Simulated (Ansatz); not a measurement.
# BHO (triplet): PBE, BLYP, r2SCAN, B97M-V, PBE0, B3LYP over vertical spin and charge gaps, def2-QZVPP, part 2 of 2

Ansatz 0.2.0, Gaussian basis; def2-QZVPP, all electrons in the functionals.

### Step 19. B97M-V, charge 0, quintet

in.yaml reads:

```yaml
crystal:
  periodic: [false, false, false]
  atoms:
    - {symbol: B, position_ang: [0.000000, -0.203796, 0.731699]}
    - {symbol: O, position_ang: [0.000000, 0.084016, -0.579305]}
    - {symbol: H, position_ang: [0.000000, 0.852259, 1.347434]}
basis:
  gaussian: {orbitals: "def2-QZVPP.json"}
magnetization: {spin_polarized: true, initial_magnetization: 4}
hamiltonian: {xc: {name: B97M-V}}
```

The run is started by

```console
$ ansatz run in.yaml --threads 1 --pin off --events-out ev --progress --plain --max-ram 2393MiB
```

What it wrote, cut to the lines that bear on the results:

```text
Functional definition: B97M-V
  name "B97M-V"
  cite "Mardirossian & Head-Gordon, J. Chem. Phys. 142, 074111 (2015) doi:10.1063/1.4907719"
  cite "Becke, J. Chem. Phys. 107, 8554 (1997) doi:10.1063/1.475007"
  cite "Vydrov & Van Voorhis, J. Chem. Phys. 133, 244103 (2010) doi:10.1063/1.3521275"
  # Of w^i u^j: cxij and so on, Table III.
[...]
  gx(w, u) = cx00 + cx01*u + cx02*u^2 + (cx10 + cx11*u)*w
[...]
  gos(w, u) = cos00 + cos01*u + cos03*u^3 + cos10*w + cos32*w^3*u^2
[...]
      + integral(e_c_pw_mod_opposite_spin*gos(b97_w_opposite, b97_u_opposite)) + vv10(b, c)
437 factors; their error is unknown
[...]
mean field -2730.09026921 eV, -100.3289668719 hartree, gradient 2.4e-5 eV, S^2 6.007995; 1 other end points of the search recorded, 0 dependent functions left out
reference -2730.09033247 eV, -100.3289691966 hartree; 9, 5 occupied and 135, 139 virtual orbitals, 437 factors
Total energy: -2730.09033247 eV, -100.3289691966 hartree
```

Run time: 16 s. Hardware: 1 thread of Arm Neoverse V1, shared host.

From the report: ⟨S²⟩ of the determinant 6.008 (pure quintet: 6.00).

From charge 0, triplet: +6.399 eV.

### Step 20. B97M-V, charge 1, doublet

in.yaml, as its differences from that of step 19:

```diff
@@ -8,3 +8,4 @@
   gaussian: {orbitals: "def2-QZVPP.json"}
-magnetization: {spin_polarized: true, initial_magnetization: 4}
+total_charge: 1
+magnetization: {spin_polarized: true, initial_magnetization: 1}
 hamiltonian: {xc: {name: B97M-V}}
```

The command is unchanged.

What it wrote, cut to the lines that bear on the results:

```text
Functional definition: B97M-V
  name "B97M-V"
  cite "Mardirossian & Head-Gordon, J. Chem. Phys. 142, 074111 (2015) doi:10.1063/1.4907719"
  cite "Becke, J. Chem. Phys. 107, 8554 (1997) doi:10.1063/1.475007"
  cite "Vydrov & Van Voorhis, J. Chem. Phys. 133, 244103 (2010) doi:10.1063/1.3521275"
  # Of w^i u^j: cxij and so on, Table III.
[...]
  gx(w, u) = cx00 + cx01*u + cx02*u^2 + (cx10 + cx11*u)*w
[...]
  gos(w, u) = cos00 + cos01*u + cos03*u^3 + cos10*w + cos32*w^3*u^2
[...]
      + integral(e_c_pw_mod_opposite_spin*gos(b97_w_opposite, b97_u_opposite)) + vv10(b, c)
437 factors; their error is unknown
[...]
mean field -2727.00004498 eV, -100.2154032260 hartree, gradient 1.5e-5 eV, S^2 0.766070; 1 other end points of the search recorded, 0 dependent functions left out
reference -2727.00008299 eV, -100.2154046228 hartree; 7, 6 occupied and 137, 138 virtual orbitals, 437 factors
Total energy: -2727.00008299 eV, -100.2154046228 hartree
```

Run time: 15 s. Hardware: 1 thread of Arm Neoverse V1, shared host; peak memory 0.25 GiB.

From the report: ⟨S²⟩ of the determinant 0.766 (pure doublet: 0.75).

From charge 0, triplet: +9.489 eV.

### Step 21. B97M-V, charge 1, quartet

in.yaml, as its differences from that of step 20:

```diff
@@ -9,3 +9,3 @@
 total_charge: 1
-magnetization: {spin_polarized: true, initial_magnetization: 1}
+magnetization: {spin_polarized: true, initial_magnetization: 3}
 hamiltonian: {xc: {name: B97M-V}}
```

Same command.

What it wrote, cut to the lines that bear on the results:

```text
Functional definition: B97M-V
  name "B97M-V"
  cite "Mardirossian & Head-Gordon, J. Chem. Phys. 142, 074111 (2015) doi:10.1063/1.4907719"
  cite "Becke, J. Chem. Phys. 107, 8554 (1997) doi:10.1063/1.475007"
  cite "Vydrov & Van Voorhis, J. Chem. Phys. 133, 244103 (2010) doi:10.1063/1.3521275"
  # Of w^i u^j: cxij and so on, Table III.
[...]
  gx(w, u) = cx00 + cx01*u + cx02*u^2 + (cx10 + cx11*u)*w
[...]
  gos(w, u) = cos00 + cos01*u + cos03*u^3 + cos10*w + cos32*w^3*u^2
[...]
      + integral(e_c_pw_mod_opposite_spin*gos(b97_w_opposite, b97_u_opposite)) + vv10(b, c)
437 factors; their error is unknown
[...]
mean field -2722.86403683 eV, -100.0634077298 hartree, gradient 1.7e-5 eV, S^2 3.757066; 1 other end points of the search recorded, 0 dependent functions left out
reference -2722.86408404 eV, -100.0634094648 hartree; 8, 5 occupied and 136, 139 virtual orbitals, 437 factors
Total energy: -2722.86408404 eV, -100.0634094648 hartree
```

Run time: 14 s. Hardware: 1 thread of Arm Neoverse V1, shared host.

From the report: ⟨S²⟩ of the determinant 3.757 (pure quartet: 3.75).

From charge 0, triplet: +13.625 eV.

### Step 22. PBE0, charge 0, triplet

in.yaml, as its differences from that of step 21:

```diff
@@ -8,4 +8,4 @@
   gaussian: {orbitals: "def2-QZVPP.json"}
-total_charge: 1
-magnetization: {spin_polarized: true, initial_magnetization: 3}
-hamiltonian: {xc: {name: B97M-V}}
+magnetization: {spin_polarized: true, initial_magnetization: 2}
+hamiltonian: {xc: {name: PBE0}}
+output: {orbitals: {seedname: orbitals}}
```

The command is unchanged.

What it wrote, cut to the lines that bear on the results:

```text
Functional definition: PBE0
  name "PBE0"
  cite "Adamo & Barone, J. Chem. Phys. 110, 6158 (1999) doi:10.1063/1.478522"
  cite "Perdew, Burke & Ernzerhof, Phys. Rev. Lett. 77, 3865 (1996) doi:10.1103/PhysRevLett.77.3865"
  parent pbe
[...]
437 factors; their error is unknown
[...]
mean field -2733.72857387 eV, -100.4626721020 hartree, gradient 1.3e-5 eV, S^2 2.004257; 1 other end points of the search recorded, 0 dependent functions left out
reference -2733.72860279 eV, -100.4626731647 hartree; 8, 6 occupied and 136, 138 virtual orbitals, 437 factors
Total energy: -2733.72860279 eV, -100.4626731647 hartree
```

It took 2.8 s on 1 thread of Arm Neoverse V1, shared host.

From the report: ⟨S²⟩ of the determinant 2.004 (pure triplet: 2.00).

### Step 23. PBE0, charge 0, singlet

in.yaml, as its differences from that of step 22:

```diff
@@ -8,3 +8,3 @@
   gaussian: {orbitals: "def2-QZVPP.json"}
-magnetization: {spin_polarized: true, initial_magnetization: 2}
+magnetization: {spin_polarized: true, initial_magnetization: 0}
 hamiltonian: {xc: {name: PBE0}}
```

Same command.

What it wrote, cut to the lines that bear on the results:

```text
Functional definition: PBE0
  name "PBE0"
  cite "Adamo & Barone, J. Chem. Phys. 110, 6158 (1999) doi:10.1063/1.478522"
  cite "Perdew, Burke & Ernzerhof, Phys. Rev. Lett. 77, 3865 (1996) doi:10.1103/PhysRevLett.77.3865"
  parent pbe
[...]
437 factors; their error is unknown
[...]
mean field -2736.16440151 eV, -100.5521871165 hartree, gradient 2.2e-6 eV, S^2 0.000000; 1 other end points of the search recorded, 0 dependent functions left out
reference -2736.16442807 eV, -100.5521880926 hartree; 7, 7 occupied and 137, 137 virtual orbitals, 437 factors
Total energy: -2736.16442807 eV, -100.5521880926 hartree
```

It took 4.8 s on 1 thread of Arm Neoverse V1, shared host.

From the report: ⟨S²⟩ of the determinant 0.000 (pure singlet: 0.00).

From charge 0, triplet: -2.436 eV.

### Step 24. PBE0, charge 0, quintet

in.yaml, as its differences from that of step 23:

```diff
@@ -8,3 +8,3 @@
   gaussian: {orbitals: "def2-QZVPP.json"}
-magnetization: {spin_polarized: true, initial_magnetization: 0}
+magnetization: {spin_polarized: true, initial_magnetization: 4}
 hamiltonian: {xc: {name: PBE0}}
```

Launched as before.

What it wrote, cut to the lines that bear on the results:

```text
Functional definition: PBE0
  name "PBE0"
  cite "Adamo & Barone, J. Chem. Phys. 110, 6158 (1999) doi:10.1063/1.478522"
  cite "Perdew, Burke & Ernzerhof, Phys. Rev. Lett. 77, 3865 (1996) doi:10.1103/PhysRevLett.77.3865"
  parent pbe
[...]
437 factors; their error is unknown
[...]
mean field -2727.47980712 eV, -100.2330341595 hartree, gradient 2.4e-5 eV, S^2 6.007795; 1 other end points of the search recorded, 0 dependent functions left out
reference -2727.47984063 eV, -100.2330353911 hartree; 9, 5 occupied and 135, 139 virtual orbitals, 437 factors
Total energy: -2727.47984063 eV, -100.2330353911 hartree
```

It took 3 s on 1 thread of Arm Neoverse V1, shared host.

From the report: ⟨S²⟩ of the determinant 6.008 (pure quintet: 6.00).

From charge 0, triplet: +6.249 eV.

### Step 25. PBE0, charge 1, doublet

in.yaml, as its differences from that of step 24:

```diff
@@ -8,3 +8,4 @@
   gaussian: {orbitals: "def2-QZVPP.json"}
-magnetization: {spin_polarized: true, initial_magnetization: 4}
+total_charge: 1
+magnetization: {spin_polarized: true, initial_magnetization: 1}
 hamiltonian: {xc: {name: PBE0}}
```

The command is unchanged.

What it wrote, cut to the lines that bear on the results:

```text
Functional definition: PBE0
  name "PBE0"
  cite "Adamo & Barone, J. Chem. Phys. 110, 6158 (1999) doi:10.1063/1.478522"
  cite "Perdew, Burke & Ernzerhof, Phys. Rev. Lett. 77, 3865 (1996) doi:10.1103/PhysRevLett.77.3865"
  parent pbe
[...]
437 factors; their error is unknown
[...]
mean field -2724.03508998 eV, -100.1064431394 hartree, gradient 2.6e-5 eV, S^2 0.768816; 1 other end points of the search recorded, 0 dependent functions left out
reference -2724.03510974 eV, -100.1064438657 hartree; 7, 6 occupied and 137, 138 virtual orbitals, 437 factors
Total energy: -2724.03510974 eV, -100.1064438657 hartree
```

It took 5 s on 1 thread of Arm Neoverse V1, shared host.

From the report: ⟨S²⟩ of the determinant 0.769 (pure doublet: 0.75).

From charge 0, triplet: +9.693 eV.

### Step 26. PBE0, charge 1, quartet

in.yaml, as its differences from that of step 25:

```diff
@@ -9,3 +9,3 @@
 total_charge: 1
-magnetization: {spin_polarized: true, initial_magnetization: 1}
+magnetization: {spin_polarized: true, initial_magnetization: 3}
 hamiltonian: {xc: {name: PBE0}}
```

Same command.

What it wrote, cut to the lines that bear on the results:

```text
Functional definition: PBE0
  name "PBE0"
  cite "Adamo & Barone, J. Chem. Phys. 110, 6158 (1999) doi:10.1063/1.478522"
  cite "Perdew, Burke & Ernzerhof, Phys. Rev. Lett. 77, 3865 (1996) doi:10.1103/PhysRevLett.77.3865"
  parent pbe
[...]
437 factors; their error is unknown
[...]
mean field -2720.13143086 eV, -99.9629863129 hartree, gradient 8.2e-6 eV, S^2 3.757526; 1 other end points of the search recorded, 0 dependent functions left out
reference -2720.13145600 eV, -99.9629872367 hartree; 8, 5 occupied and 136, 139 virtual orbitals, 437 factors
Total energy: -2720.13145600 eV, -99.9629872367 hartree
```

Wall time 3.5 s (1 thread of Arm Neoverse V1, shared host).

From the report: ⟨S²⟩ of the determinant 3.758 (pure quartet: 3.75).

From charge 0, triplet: +13.597 eV.

### Step 27. B3LYP, charge 0, triplet

in.yaml reads:

```yaml
crystal:
  periodic: [false, false, false]
  atoms:
    - {symbol: B, position_ang: [0.000000, -0.203796, 0.731699]}
    - {symbol: O, position_ang: [0.000000, 0.084016, -0.579305]}
    - {symbol: H, position_ang: [0.000000, 0.852259, 1.347434]}
basis:
  gaussian: {orbitals: "def2-QZVPP.json"}
magnetization: {spin_polarized: true, initial_magnetization: 2}
hamiltonian: {xc: {name: B3LYP}}
```

Same command.

What it wrote, cut to the lines that bear on the results:

```text
Functional definition: B3LYP
  name "B3LYP"
  cite "Stephens, Devlin, Chabalowski & Frisch, J. Phys. Chem. 98, 11623 (1994) doi:10.1021/j100096a001"
  cite "Becke, Phys. Rev. A 38, 3098 (1988) doi:10.1103/PhysRevA.38.3098"
  cite "Lee, Yang & Parr, Phys. Rev. B 37, 785 (1988) doi:10.1103/PhysRevB.37.785"
  cite "Vosko, Wilk & Nusair, Can. J. Phys. 58, 1200 (1980) doi:10.1139/p80-159"
[...]
437 factors; their error is unknown
[...]
mean field -2737.12696692 eV, -100.5875607430 hartree, gradient 3.9e-6 eV, S^2 2.004081; 1 other end points of the search recorded, 0 dependent functions left out
reference -2737.12716504 eV, -100.5875680240 hartree; 8, 6 occupied and 136, 138 virtual orbitals, 437 factors
Total energy: -2737.12716504 eV, -100.5875680240 hartree
```

Run time: 3.2 s. Hardware: 1 thread of Arm Neoverse V1, shared host.

From the report: ⟨S²⟩ of the determinant 2.004 (pure triplet: 2.00).

### Step 28. B3LYP, charge 0, singlet

in.yaml, as its differences from that of step 27:

```diff
@@ -8,3 +8,3 @@
   gaussian: {orbitals: "def2-QZVPP.json"}
-magnetization: {spin_polarized: true, initial_magnetization: 2}
+magnetization: {spin_polarized: true, initial_magnetization: 0}
 hamiltonian: {xc: {name: B3LYP}}
```

Launched as before.

What it wrote, cut to the lines that bear on the results:

```text
Functional definition: B3LYP
  name "B3LYP"
  cite "Stephens, Devlin, Chabalowski & Frisch, J. Phys. Chem. 98, 11623 (1994) doi:10.1021/j100096a001"
  cite "Becke, Phys. Rev. A 38, 3098 (1988) doi:10.1103/PhysRevA.38.3098"
  cite "Lee, Yang & Parr, Phys. Rev. B 37, 785 (1988) doi:10.1103/PhysRevB.37.785"
  cite "Vosko, Wilk & Nusair, Can. J. Phys. 58, 1200 (1980) doi:10.1139/p80-159"
[...]
437 factors; their error is unknown
[...]
mean field -2739.72514162 eV, -100.6830419021 hartree, gradient 4.1e-6 eV, S^2 0.000000; 1 other end points of the search recorded, 0 dependent functions left out
reference -2739.72533780 eV, -100.6830491115 hartree; 7, 7 occupied and 137, 137 virtual orbitals, 437 factors
Total energy: -2739.72533780 eV, -100.6830491115 hartree
```

Wall time 5 s (1 thread of Arm Neoverse V1, shared host).

From the report: ⟨S²⟩ of the determinant 0.000 (pure singlet: 0.00).

From charge 0, triplet: -2.598 eV.

### Step 29. B3LYP, charge 0, quintet

in.yaml, as its differences from that of step 28:

```diff
@@ -8,3 +8,3 @@
   gaussian: {orbitals: "def2-QZVPP.json"}
-magnetization: {spin_polarized: true, initial_magnetization: 0}
+magnetization: {spin_polarized: true, initial_magnetization: 4}
 hamiltonian: {xc: {name: B3LYP}}
```

Same command.

What it wrote, cut to the lines that bear on the results:

```text
Functional definition: B3LYP
  name "B3LYP"
  cite "Stephens, Devlin, Chabalowski & Frisch, J. Phys. Chem. 98, 11623 (1994) doi:10.1021/j100096a001"
  cite "Becke, Phys. Rev. A 38, 3098 (1988) doi:10.1103/PhysRevA.38.3098"
  cite "Lee, Yang & Parr, Phys. Rev. B 37, 785 (1988) doi:10.1103/PhysRevB.37.785"
  cite "Vosko, Wilk & Nusair, Can. J. Phys. 58, 1200 (1980) doi:10.1139/p80-159"
[...]
437 factors; their error is unknown
[...]
mean field -2730.65403963 eV, -100.3496850528 hartree, gradient 1.2e-5 eV, S^2 6.007143; 1 other end points of the search recorded, 0 dependent functions left out
reference -2730.65423876 eV, -100.3496923705 hartree; 9, 5 occupied and 135, 139 virtual orbitals, 437 factors
Total energy: -2730.65423876 eV, -100.3496923705 hartree
```

Run time: 3.2 s. Hardware: 1 thread of Arm Neoverse V1, shared host.

From the report: ⟨S²⟩ of the determinant 6.007 (pure quintet: 6.00).

From charge 0, triplet: +6.473 eV.

### Step 30. B3LYP, charge 1, doublet

in.yaml, as its differences from that of step 29:

```diff
@@ -8,3 +8,4 @@
   gaussian: {orbitals: "def2-QZVPP.json"}
-magnetization: {spin_polarized: true, initial_magnetization: 4}
+total_charge: 1
+magnetization: {spin_polarized: true, initial_magnetization: 1}
 hamiltonian: {xc: {name: B3LYP}}
```

Same command.

What it wrote, cut to the lines that bear on the results:

```text
Functional definition: B3LYP
  name "B3LYP"
  cite "Stephens, Devlin, Chabalowski & Frisch, J. Phys. Chem. 98, 11623 (1994) doi:10.1021/j100096a001"
  cite "Becke, Phys. Rev. A 38, 3098 (1988) doi:10.1103/PhysRevA.38.3098"
  cite "Lee, Yang & Parr, Phys. Rev. B 37, 785 (1988) doi:10.1103/PhysRevB.37.785"
  cite "Vosko, Wilk & Nusair, Can. J. Phys. 58, 1200 (1980) doi:10.1139/p80-159"
[...]
437 factors; their error is unknown
[...]
mean field -2727.43555795 eV, -100.2314080323 hartree, gradient 3.0e-6 eV, S^2 0.765162; 1 other end points of the search recorded, 0 dependent functions left out
reference -2727.43571704 eV, -100.2314138791 hartree; 7, 6 occupied and 137, 138 virtual orbitals, 437 factors
Total energy: -2727.43571704 eV, -100.2314138791 hartree
```

It took 5.5 s on 1 thread of Arm Neoverse V1, shared host.

From the report: ⟨S²⟩ of the determinant 0.765 (pure doublet: 0.75).

From charge 0, triplet: +9.691 eV.

### Step 31. B3LYP, charge 1, quartet

in.yaml, as its differences from that of step 30:

```diff
@@ -9,3 +9,3 @@
 total_charge: 1
-magnetization: {spin_polarized: true, initial_magnetization: 1}
+magnetization: {spin_polarized: true, initial_magnetization: 3}
 hamiltonian: {xc: {name: B3LYP}}
```

The command is unchanged.

What it wrote, cut to the lines that bear on the results:

```text
Functional definition: B3LYP
  name "B3LYP"
  cite "Stephens, Devlin, Chabalowski & Frisch, J. Phys. Chem. 98, 11623 (1994) doi:10.1021/j100096a001"
  cite "Becke, Phys. Rev. A 38, 3098 (1988) doi:10.1103/PhysRevA.38.3098"
  cite "Lee, Yang & Parr, Phys. Rev. B 37, 785 (1988) doi:10.1103/PhysRevB.37.785"
  cite "Vosko, Wilk & Nusair, Can. J. Phys. 58, 1200 (1980) doi:10.1139/p80-159"
[...]
437 factors; their error is unknown
[...]
mean field -2723.41179343 eV, -100.0835374137 hartree, gradient 4.0e-6 eV, S^2 3.756870; 1 other end points of the search recorded, 0 dependent functions left out
reference -2723.41197038 eV, -100.0835439165 hartree; 8, 5 occupied and 136, 139 virtual orbitals, 437 factors
Total energy: -2723.41197038 eV, -100.0835439165 hartree
```

Wall time 3.1 s (1 thread of Arm Neoverse V1, shared host).

From the report: ⟨S²⟩ of the determinant 3.757 (pure quartet: 3.75).

From charge 0, triplet: +13.715 eV.

### Step 32. The comparison

No level is safe as a reference over these points; UCCSD(T) serves as a yardstick only. It and the other wave-function rows come from earlier runs at the same points. Energies in eV, counted from charge 0, triplet; blanks weren't run or aren't comparable.

| level | triplet to singlet | triplet to quintet | ionisation to the doublet cation | ionisation to the quartet cation |
| --- | --- | --- | --- | --- |
| UCCSD(T) |  | 6.543 | 9.539 | 13.757 |
| PBE | -2.840 | 6.300 | 9.521 | 13.662 |
| BLYP | -2.879 | 6.508 | 9.408 | 13.589 |
| r2SCAN | -2.433 | 6.135 | 9.737 | 13.569 |
| B97M-V | -2.606 | 6.399 | 9.489 | 13.625 |
| PBE0 | -2.436 | 6.249 | 9.693 | 13.597 |
| B3LYP | -2.598 | 6.473 | 9.691 | 13.715 |
| RHF | -0.692 | 5.806 | 9.516 | 12.243 |
| UHF | -1.151 | 5.702 | 9.505 | 12.170 |
| UMP2 |  | 6.877 | 9.535 | 13.937 |

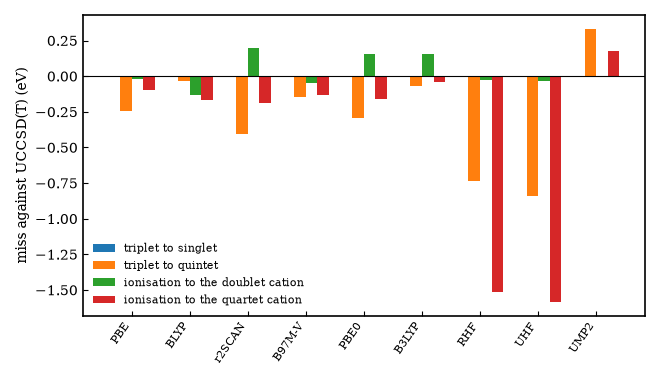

Misses of the gaps against UCCSD(T).

Largest miss and mean time a point (UCCSD(T) took 19 s a point; shared hosts):

| level | largest miss (eV) | where | time a point |
| --- | --- | --- | --- |
| PBE | -0.244 | triplet to quintet | 4 s |
| BLYP | -0.167 | ionisation to the quartet cation | 4.7 s |
| r2SCAN | -0.408 | triplet to quintet | 6.2 s |
| B97M-V | -0.145 | triplet to quintet | 14 s |
| PBE0 | -0.295 | triplet to quintet | 3.8 s |
| B3LYP | +0.152 | ionisation to the doublet cation | 4 s |
| RHF | -1.514 | ionisation to the quartet cation |  |
| UHF | -1.587 | ionisation to the quartet cation |  |
| UMP2 | +0.333 | triplet to quintet |  |

### Step 33. What came out

The summary covers parts 1 to 2.

| quantity | value |
| --- | --- |
| triplet to quintet, UCCSD(T) | 6.543 eV |
| ionisation to the doublet cation, UCCSD(T) | 9.539 eV |
| ionisation to the quartet cation, UCCSD(T) | 13.757 eV |
| largest miss, PBE | -0.244 eV (triplet to quintet) |
| largest miss, BLYP | -0.167 eV (ionisation to the quartet cation) |
| largest miss, r2SCAN | -0.408 eV (triplet to quintet) |
| largest miss, B97M-V | -0.145 eV (triplet to quintet) |
| largest miss, PBE0 | -0.295 eV (triplet to quintet) |
| largest miss, B3LYP | +0.152 eV (ionisation to the doublet cation) |

In words: Misses are known at 3 of 4 points at best, and only functionals with that many are ranked. Of the functionals, B97M-V keep the smallest largest miss at the points compared (at most 0.145 eV) and r2SCAN strays most (0.408 eV, at triplet to quintet). Functionals and the yardstick converge differently with the basis, so part of each miss in def2-QZVPP is the basis. The yardstick itself may be off where one determinant is a poor start.
